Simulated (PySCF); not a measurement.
C₂H₁₀O₂Si₃ (SMILES C[Si]([SiH3])([SiH3])OC=O)

Input

```
{"job": {"kind": "uv", "xc": "PBE0", "basis": "def2-SVPD", "nstates": 8, "ntriplets": 3}, "charge": 0, "multiplicity": 1}
C      0.141053     0.322925     2.078593
Si    -0.176816    -0.043514     0.224167
Si    -1.437682    -1.990995     0.004310
Si    -0.442982     1.884587    -1.063964
O      1.374047    -0.691211    -0.205275
C      2.101600    -0.229703    -1.164262
O      1.828055     0.694909    -1.883007
H      0.541885    -0.545118     2.597494
H      0.845326     1.140449     2.219569
H     -0.784743     0.602852     2.572714
H     -0.951937    -3.150009     0.764918
H     -1.533341    -2.447689    -1.388044
H     -2.807116    -1.745837     0.467338
H     -1.685180     2.527503    -0.583450
H      0.605564     2.891235    -0.902271
H     -0.671639     1.585676    -2.475000
H      3.046908    -0.794030    -1.273739
```

Launched as:

```sh
OMP_NUM_THREADS=1 python probes_run.py task.json out
```

Geometry: GFN2-xTB.

Computed with PBE0/def2-SVPD, SCF density, gas phase in PySCF.

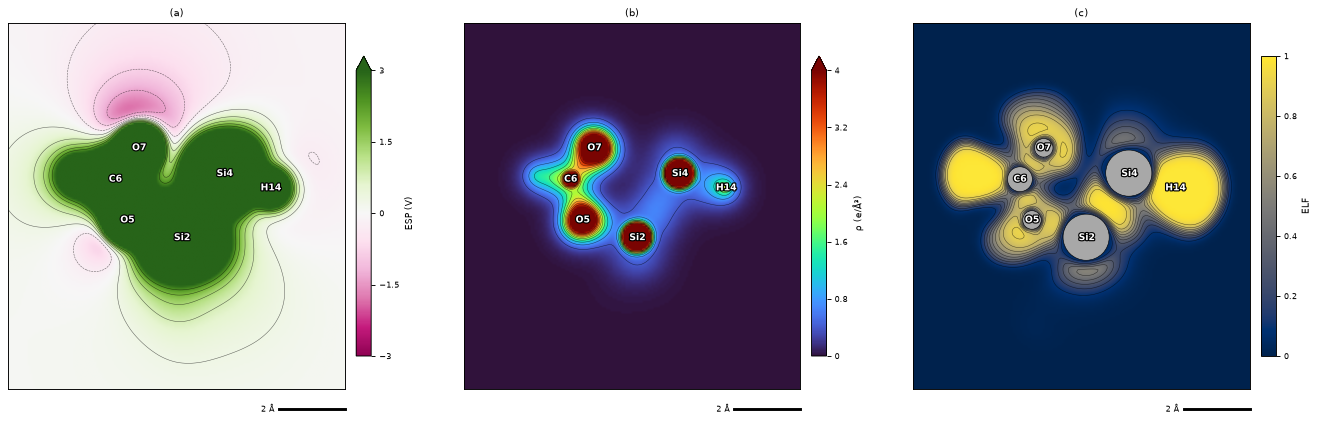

Figure 1. (a) electrostatic potential; (b) total electron density; (c) ELF on the plane of atoms Si2, Si4 and H14. Grey discs cover the atomic cores in the ELF map.

What does the map show?

- The section cuts through Si, O, C and H sites.
- C–O (1.20 Å): the density is about 3.4 e/Å³ at the midpoint; the ELF peaks at about 0.85 between the atoms (a short, multiple covalent bond).
- Si–O (1.73 Å): ρ at the midpoint is about 0.91 e/Å³; the ELF peaks at about 0.90 between the atoms: a shared but strongly polarised pair.
- Si–Si (2.33 Å): ρ is about 0.65 e/Å³ halfway; the ELF peaks at about 1 between the atoms: localised, covalent bonding.
- C–O (1.29 Å): ρ at the midpoint is about 2.7 e/Å³; the ELF peaks at about 0.90 between the atoms; a polar covalent bond.
- Si–H (1.48 Å): ρ at the midpoint is about 0.76 e/Å³; the ELF climbs to about 1 towards the hydrogen, as it does in any bond to H.
- The ELF also peaks beside O5 and O7, away from the bonds: lone-pair regions.
- Outside the dense part of the molecule the potential is most negative (−1.8 V) near O7.

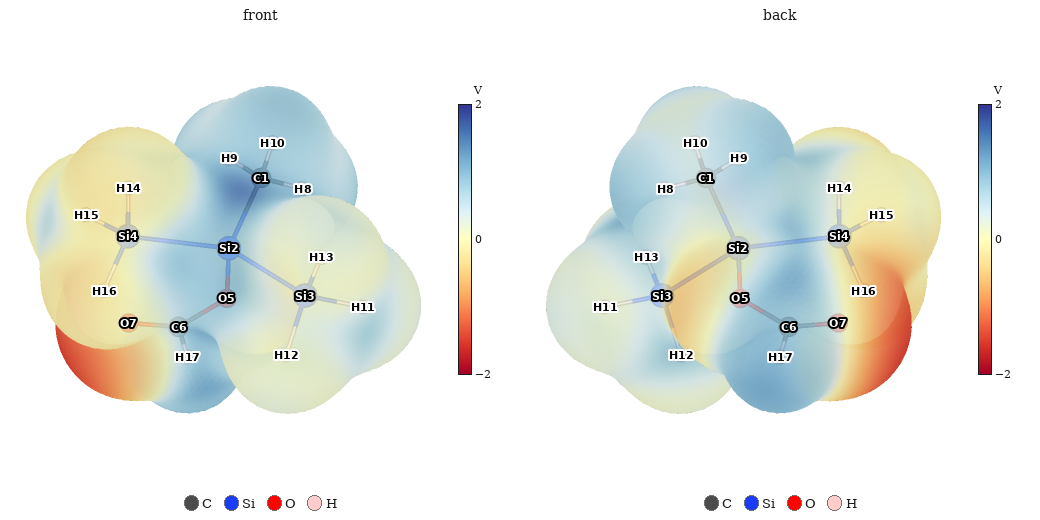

Figure 2. The molecular electrostatic potential painted on the density surface at 0.002 e/bohr³, seen from the front and from behind; the colour scale runs from red (negative) to blue (positive).

Which sites attract a positive test charge, and which a negative one?

A positive charge is drawn to the negative regions and a negative charge to the positive ones. The most negative region (about −1.5 V) lies over O7, the most positive (about +1.4 V) over Si2. O7 is the likeliest acceptor of a hydrogen bond.

How polar is the molecule by this calculation?

Its dipole moment is 2.22 D.
